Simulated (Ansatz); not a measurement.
**Nudged elastic band, with input and output: BH$_{4}$O$_{2}$F**

BH$_{4}$O$_{2}$F, computed with RKS r2SCAN-D4/def2-SVP (Ansatz 0.2.0).

It belongs to a series of runs on one base structure; here: band between the two ends. Figures and captions count atoms from 1; the log counts them from 0 in places.

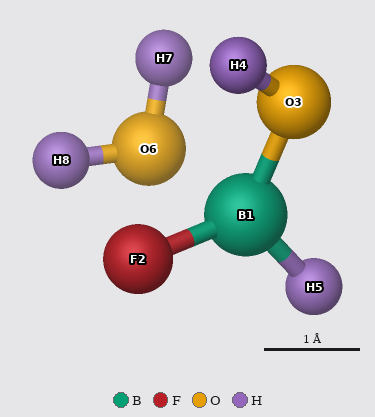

The starting structure (ball-and-stick view, seen at a tilt; atoms are numbered from 1 in the order of the input).

### Results in brief

```tsv
quantity	value
outcome	converged
barrier, forward	0.771 eV
barrier, backward	0.659 eV
hardware	2 threads of AMD EPYC (Zen 5), 32 GiB of memory available, shared host
wall time	55 s (CPU time 1.8 min)
peak memory	0.17 GiB
```

### Notes

The order of the saddle point was not checked.

### Input file
```yaml
crystal:
  periodic: [false, false, false]
  atoms:
    - { symbol: B, position_ang: [-0.123532, -0.168481, -0.052265] }
    - { symbol: F, position_ang: [-0.205219, -0.879209, 1.103183] }
    - { symbol: O, position_ang: [1.085857, -0.149779, -0.696544] }
    - { symbol: H, position_ang: [1.757619, -0.612931, -0.1778] }
    - { symbol: H, position_ang: [-1.124722, 0.093133, -0.664059] }
    - { symbol: O, position_ang: [-0.020596, 1.693777, 0.949539] }
    - { symbol: H, position_ang: [0.870979, 1.967304, 0.68766] }
    - { symbol: H, position_ang: [0.071513, 1.400887, 1.868785] }
basis:
  gaussian: { orbitals: def2-SVP }
hamiltonian:
  xc: r2scan
  dispersion: d4
neb:
  order_check: false
  images: 7
  f_tol: 0.03
  max_iterations: 60
  final_atoms:
    - { symbol: B, position_ang: [0.21049628, 0.41792497, -0.25652693] }
    - { symbol: F, position_ang: [-0.55942196, -0.22355086, 2.40739456] }
    - { symbol: O, position_ang: [1.46482594, 0.03321987, -0.59697477] }
    - { symbol: H, position_ang: [1.48511566, -0.76274844, -1.14112001] }
    - { symbol: H, position_ang: [-0.79282269, -0.13372388, -0.62863726] }
    - { symbol: O, position_ang: [0.07290141, 1.52526034, 0.54587892] }
    - { symbol: H, position_ang: [0.93829402, 1.90713495, 0.76076123] }
    - { symbol: H, position_ang: [-0.50748966, 0.58118406, 1.92772325] }
  initial_path:
    images:
      - { positions_ang: [[-0.123532, -0.168481, -0.052265], [-0.205219, -0.879209, 1.103183], [1.085857, -0.149779, -0.696544], [1.757619, -0.612931, -0.1778], [-1.124722, 0.093133, -0.664059], [-0.020596, 1.693777, 0.949539], [0.870979, 1.967304, 0.68766], [0.071513, 1.400887, 1.868785]] }
      - { positions_ang: [[-0.08778736, -0.12725719, -0.04176459], [-0.1732695, -0.65429916, 1.24157523], [1.13423118, -0.11765511, -0.68317288], [1.71345151, -0.70398581, -0.32508519], [-1.08723658, 0.06840895, -0.66406181], [0.00355569, 1.67645663, 0.83958767], [0.75833986, 1.89136893, 0.88035622], [0.05061419, 1.31166377, 1.77106435]] }
      - { positions_ang: [[-0.05204271, -0.08603339, -0.03126418], [-0.14132, -0.42938932, 1.37996745], [1.18260537, -0.08553121, -0.66980175], [1.66928402, -0.79504062, -0.47237039], [-1.04975115, 0.04368489, -0.66406462], [0.02770737, 1.65913627, 0.72963634], [0.64570072, 1.81543385, 1.07305244], [0.02971538, 1.22244053, 1.6733437]] }
      - { positions_ang: [[-0.01629807, -0.04480958, -0.02076377], [-0.10937049, -0.20447948, 1.51835968], [1.23097955, -0.05340732, -0.65643063], [1.62511653, -0.88609543, -0.61965558], [-1.01226573, 0.01896084, -0.66406743], [0.05185906, 1.6418159, 0.61968501], [0.53306159, 1.73949878, 1.26574866], [0.00881656, 1.1332173, 1.57562306]] }
      - { positions_ang: [[0.01944657, -0.00358578, -0.01026336], [-0.07742099, 0.02043036, 1.6567519], [1.27935373, -0.02128343, -0.64305951], [1.58094904, -0.97715024, -0.76694078], [-0.9747803, -0.00576322, -0.66407024], [0.07601074, 1.62449554, 0.50973368], [0.42042245, 1.66356371, 1.45844488], [-0.01208225, 1.04399407, 1.47790241]] }
      - { positions_ang: [[0.067209, 0.10179191, -0.07182925], [-0.19792123, -0.04056495, 1.84441257], [1.32572178, -0.0076576, -0.63153832], [1.5569907, -0.92354979, -0.86048559], [-0.9292909, -0.03775338, -0.65521199], [0.07523341, 1.59968674, 0.51876999], [0.54989034, 1.72445652, 1.28402397], [-0.1359341, 0.92829157, 1.59035762]] }
      - { positions_ang: [[0.11497143, 0.20716959, -0.13339515], [-0.31842147, -0.10156025, 2.03207323], [1.37208983, 0.00596822, -0.62001714], [1.53303235, -0.86994934, -0.95403039], [-0.88380149, -0.06974355, -0.64635375], [0.07445608, 1.57487794, 0.5278063], [0.67935823, 1.78534933, 1.10960306], [-0.25978596, 0.81258906, 1.70281283]] }
      - { positions_ang: [[0.16273385, 0.31254728, -0.19496104], [-0.43892172, -0.16255556, 2.2197339], [1.41845789, 0.01959405, -0.60849595], [1.509074, -0.81634889, -1.0475752], [-0.83831209, -0.10173372, -0.63749551], [0.07367874, 1.55006914, 0.53684261], [0.80882613, 1.84624214, 0.93518214], [-0.38363781, 0.69688656, 1.81526804]] }
      - { positions_ang: [[0.21049628, 0.41792497, -0.25652693], [-0.55942196, -0.22355086, 2.40739456], [1.46482594, 0.03321987, -0.59697477], [1.48511566, -0.76274844, -1.14112001], [-0.79282269, -0.13372388, -0.62863726], [0.07290141, 1.52526034, 0.54587892], [0.93829402, 1.90713495, 0.76076123], [-0.50748966, 0.58118406, 1.92772325]] }
```

Run as:
```bash
ansatz run input.yaml --threads 2 --pin off --max-ram 3072MiB --backend cpu --events-out ev --progress --plain --runs-dir out
```

### What the program printed
```
Engine: ansatz 0.2.0, x86_64-unknown-linux-gnu
Functional definition: r2SCAN
  parameter k0 = 0.174
  parameter k1 = 0.065
  parameter a1 = 4.9479
  exchange = r2scan_x(k0 = k0, k1 = k1, a1 = a1)
  correlation = r2scan_c
820 factors; their error is unknown
mean field evaluation 1: about -7538.9373 eV, gradient 6.4e1 eV
mean field evaluation 2: about -7528.6123 eV, gradient 9.9e1 eV
mean field evaluation 4: about -7545.8146 eV, gradient 4.2e0 eV
mean field evaluation 8: about -7545.8467 eV, gradient 1.0e-1 eV
mean field evaluation 16: about -7545.8190 eV, gradient 3.7e-5 eV
mean field -7545.81899680 eV, -277.3037333925 hartree, gradient 3.7e-5 eV, S^2 0.000000; 0 other end points of the search recorded, 0 dependent functions left out
the calculation of the forces begins
reference -7545.81900507 eV, -277.3037336965 hartree; 17, 17 occupied and 59, 59 virtual orbitals, 820 factors
820 factors; their error is unknown
mean field evaluation 32: about -7545.7072 eV, gradient 4.6e-5 eV
mean field -7545.70715217 eV, -277.2996231782 hartree, gradient 4.6e-5 eV, S^2 0.000000; 0 other end points of the search recorded, 0 dependent functions left out
[... from here on the field's lines of each further geometry are left out, up to the last ...]
NEB iter   1: max|band force component| = 2.889e1 eV/Å  barrier→ = 5.8292 eV  barrier← = 5.7167 eV  Δτ_max = 0.2000 Å  (227 SCF iters)
NEB iter   2: max|band force component| = 3.396e0 eV/Å  barrier→ = 2.9132 eV  barrier← = 2.8006 eV  Δτ_max = 0.2000 Å  (228 SCF iters)
NEB iter   3: max|band force component| = 2.333e0 eV/Å  barrier→ = 1.9682 eV  barrier← = 1.8556 eV  Δτ_max = 0.1959 Å  (210 SCF iters)
NEB iter   4: max|band force component| = 1.152e0 eV/Å  barrier→ = 1.2046 eV  barrier← = 1.0920 eV  Δτ_max = 0.1968 Å  (205 SCF iters)
NEB iter   5: max|band force component| = 1.527e0 eV/Å  barrier→ = 0.9760 eV  barrier← = 0.8634 eV  Δτ_max = 0.0978 Å  (204 SCF iters)
NEB iter   6: max|band force component| = 6.345e-1 eV/Å  barrier→ = 0.8149 eV  barrier← = 0.7024 eV  Δτ_max = 0.1062 Å  (190 SCF iters)
NEB iter   7: max|band force component| = 6.938e-1 eV/Å  barrier→ = 0.6961 eV  barrier← = 0.5836 eV  CI = image 4  Δτ_max = 0.1415 Å  (197 SCF iters)
NEB iter   8: max|band force component| = 7.681e-1 eV/Å  barrier→ = 0.8044 eV  barrier← = 0.6918 eV  CI = image 4  Δτ_max = 0.0727 Å  (202 SCF iters)
NEB iter   9: max|band force component| = 2.672e-1 eV/Å  barrier→ = 0.7776 eV  barrier← = 0.6651 eV  CI = image 4  Δτ_max = 0.1428 Å  (191 SCF iters)
NEB iter  10: max|band force component| = 2.256e-1 eV/Å  barrier→ = 0.7731 eV  barrier← = 0.6605 eV  CI = image 4  Δτ_max = 0.0302 Å  (188 SCF iters)
NEB iter  11: max|band force component| = 7.914e-2 eV/Å  barrier→ = 0.7714 eV  barrier← = 0.6588 eV  CI = image 4  Δτ_max = 0.0156 Å  (187 SCF iters)
NEB iter  12: max|band force component| = 7.836e-2 eV/Å  barrier→ = 0.7714 eV  barrier← = 0.6588 eV  CI = image 4  Δτ_max = 0.0063 Å  (185 SCF iters)
the calculation of the forces begins
reference -7545.69790424 eV, -277.2992833229 hartree; 17, 17 occupied and 59, 59 virtual orbitals, 820 factors
820 factors; their error is unknown
mean field -7545.04770794 eV, -277.2753890498 hartree, gradient 8.9e-6 eV, S^2 0.000000; 1 other end points of the search recorded, 0 dependent functions left out
the calculation of the forces begins
reference -7545.04771581 eV, -277.2753893390 hartree; 17, 17 occupied and 59, 59 virtual orbitals, 820 factors
NEB iter  13: max|band force component| = 2.546e-2 eV/Å  barrier→ = 0.7713 eV  barrier← = 0.6587 eV  CI = image 4  Δτ_max = 0.0000 Å  (350 SCF iters)
```

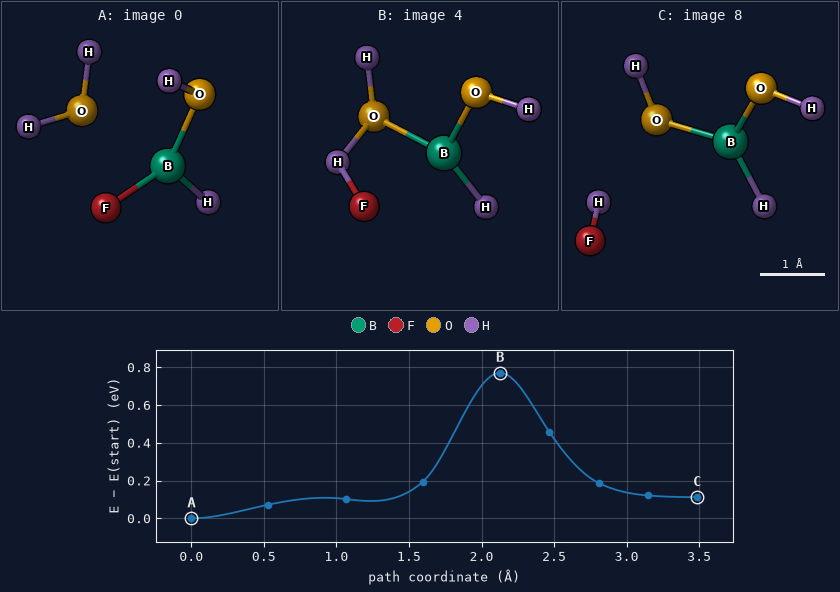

Images of the last band (counted from 0; ball-and-stick, seen at a tilt) above the energy along the path; the line is a cubic interpolation that uses the forces. The highest image is number 4, 0.771 eV above the start and 0.659 eV above the end (the climbing image); the end lies 0.113 eV above the start. The path is 3.49 Å long. The band converged in 13 iterations.

```
Total energy: -7545.06959842 eV, -277.2761935099 hartree
Atom 0 at     0.067087     0.240477     0.052884 Å, force     0.005306     0.006183     0.004656 eV/Å
Atom 1 at    -0.313774    -0.350950     1.608322 Å, force     0.001583    -0.000807    -0.001581 eV/Å
Atom 2 at     1.373478    -0.046181    -0.258774 Å, force    -0.019374    -0.010408    -0.006260 eV/Å
Atom 3 at     1.457512    -0.800163    -0.851780 Å, force     0.014556     0.004498     0.003394 eV/Å
Atom 4 at    -0.870952    -0.073568    -0.635362 Å, force    -0.001854     0.000469    -0.001628 eV/Å
Atom 5 at    -0.031392     1.599534     0.711729 Å, force    -0.004397     0.001194    -0.002032 eV/Å
Atom 6 at     0.864402     1.968695     0.772930 Å, force     0.001999    -0.003623     0.000669 eV/Å
Atom 7 at    -0.234462     0.806857     1.618549 Å, force     0.002180     0.002494     0.002783 eV/Å
Dipole moment:     0.291830     0.165144    -0.101806 e Å
this run last wrote the band of iteration 13 to [file]
```

### The last band as extended XYZ (Å, eV, eV/Å)
```
8
Properties=species:S:1:pos:R:3:forces:R:3 image=0 energy=-7545.84088
B    -0.1235   -0.1685   -0.0523   -0.0095   0.0023  -0.0137
F    -0.2052   -0.8792    1.1032   -0.0079   0.0005   0.0050
O     1.0859   -0.1498   -0.6965   -0.0080   0.0034   0.0051
H     1.7576   -0.6129   -0.1778    0.0101   0.0003  -0.0008
H    -1.1247    0.0931   -0.6641    0.0084  -0.0076  -0.0007
O    -0.0206    1.6938    0.9495    0.0030  -0.0060   0.0210
H     0.8710    1.9673    0.6877   -0.0024   0.0007  -0.0014
H     0.0715    1.4009    1.8688    0.0063   0.0065  -0.0145
8
Properties=species:S:1:pos:R:3:forces:R:3 image=1 energy=-7545.76772
B    -0.0726   -0.0261    0.0582   -0.0158  -0.0068  -0.0499
F    -0.1523   -0.8166    1.1804    0.0377  -0.0188  -0.0218
O     1.1796    0.0317   -0.5662   -0.0375  -0.0014  -0.0982
H     1.6962   -0.7646   -0.4027    0.0388  -0.0073   0.1352
H    -1.0781    0.0677   -0.6084   -0.0470   0.0295   0.0136
O    -0.0373    1.6211    0.8482   -0.0016   0.0085   0.0079
H     0.9098    1.8015    0.7137    0.0118   0.0153   0.0052
H    -0.1334    1.4300    1.7952    0.0135  -0.0190   0.0081
8
Properties=species:S:1:pos:R:3:forces:R:3 image=2 energy=-7545.73820
B    -0.0369   -0.0136    0.1489    0.0130  -0.0102  -0.0216
F    -0.2578   -0.7767    1.2764   -0.0150   0.0524   0.0596
O     1.3063    0.0515   -0.2914    0.0141  -0.0326   0.0137
H     1.5930   -0.7488   -0.7421   -0.0282   0.0080  -0.0400
H    -0.9541   -0.0232   -0.6518    0.0269  -0.0052  -0.0047
O    -0.0548    1.5912    0.8148    0.0022   0.0223  -0.0012
H     0.8953    1.7800    0.6905   -0.0098   0.0438   0.0245
H    -0.1791    1.4845    1.7731   -0.0032  -0.0785  -0.0304
8
Properties=species:S:1:pos:R:3:forces:R:3 image=3 energy=-7545.64653
B     0.0179    0.0433    0.1556   -0.0820  -0.3038   0.1341
F    -0.3001   -0.5391    1.4189    0.0245  -0.2810  -0.2589
O     1.3607   -0.0648   -0.2177   -0.0042  -0.0328   0.0447
H     1.4893   -0.7478   -0.8838    0.0294   0.0825  -0.0425
H    -0.8703   -0.0718   -0.6628   -0.0024   0.0018  -0.0305
O    -0.0533    1.6111    0.7776   -0.0386   0.0306   0.0927
H     0.8668    1.9291    0.7746    0.0076  -0.0582  -0.0037
H    -0.1991    1.1847    1.6561    0.0658   0.5609   0.0642
8
Properties=species:S:1:pos:R:3:forces:R:3 image=4 energy=-7545.06959
B     0.0671    0.2405    0.0529    0.0053   0.0062   0.0047
F    -0.3138   -0.3509    1.6083    0.0016  -0.0008  -0.0016
O     1.3735   -0.0462   -0.2588   -0.0194  -0.0104  -0.0063
H     1.4575   -0.8002   -0.8518    0.0146   0.0045   0.0034
H    -0.8710   -0.0736   -0.6354   -0.0019   0.0005  -0.0016
O    -0.0314    1.5995    0.7117   -0.0044   0.0012  -0.0020
H     0.8644    1.9687    0.7729    0.0020  -0.0036   0.0007
H    -0.2345    0.8069    1.6185    0.0022   0.0025   0.0028
8
Properties=species:S:1:pos:R:3:forces:R:3 image=5 energy=-7545.38228
B     0.1023    0.3657   -0.0641    0.1416   0.4449  -0.4192
F    -0.3217   -0.3430    1.7866   -0.1137   0.0387   0.5882
O     1.3799   -0.0296   -0.3071    0.0372   0.0343  -0.1129
H     1.4400   -0.8130   -0.8636   -0.0109  -0.0643   0.0206
H    -0.8745   -0.0753   -0.6113    0.0342   0.0219   0.0169
O    -0.0129    1.6160    0.6103    0.0665   0.0671  -0.3683
H     0.8723    1.9852    0.7483    0.0424   0.0396  -0.0510
H    -0.2735    0.6386    1.7193   -0.1972  -0.5822   0.3257
8
Properties=species:S:1:pos:R:3:forces:R:3 image=6 energy=-7545.65283
B     0.1387    0.4436   -0.1801    0.0521   0.0998  -0.1476
F    -0.3482   -0.3671    2.0248   -0.0501  -0.0387   0.2903
O     1.3980   -0.0085   -0.3938    0.0299   0.0293  -0.0972
H     1.4268   -0.8408   -0.8784   -0.0024  -0.0271  -0.0113
H    -0.8601   -0.0593   -0.6236    0.0313   0.0237  -0.0322
O     0.0100    1.6281    0.5291    0.0203   0.0155  -0.0994
H     0.8850    1.9951    0.7296    0.0167   0.0078  -0.0118
H    -0.3383    0.5536    1.8107   -0.0979  -0.1103   0.1091
8
Properties=species:S:1:pos:R:3:forces:R:3 image=7 energy=-7545.71939
B     0.1761    0.4471   -0.2415    0.0067  -0.0002  -0.0130
F    -0.4281   -0.3061    2.2641   -0.0151   0.0108   0.0474
O     1.4306    0.0014   -0.4932    0.0087   0.0048  -0.0198
H     1.4466   -0.8291   -0.9825    0.0043   0.0045  -0.0222
H    -0.8274   -0.0738   -0.6542    0.0074  -0.0035  -0.0065
O     0.0404    1.5931    0.5092    0.0042  -0.0073  -0.0025
H     0.9094    1.9607    0.7345    0.0038  -0.0064   0.0021
H    -0.4357    0.5514    1.8822   -0.0201  -0.0026   0.0145
8
Properties=species:S:1:pos:R:3:forces:R:3 image=8 energy=-7545.72832
B     0.2105    0.4179   -0.2565   -0.0032  -0.0082  -0.0079
F    -0.5594   -0.2236    2.4074    0.0002   0.0124  -0.0057
O     1.4648    0.0332   -0.5970   -0.0051  -0.0069  -0.0007
H     1.4851   -0.7627   -1.1411   -0.0022   0.0119   0.0052
H    -0.7928   -0.1337   -0.6286    0.0041  -0.0011   0.0010
O     0.0729    1.5253    0.5459    0.0023  -0.0032   0.0054
H     0.9383    1.9071    0.7608    0.0018   0.0039   0.0029
H    -0.5075    0.5812    1.9277    0.0020  -0.0088  -0.0003
```
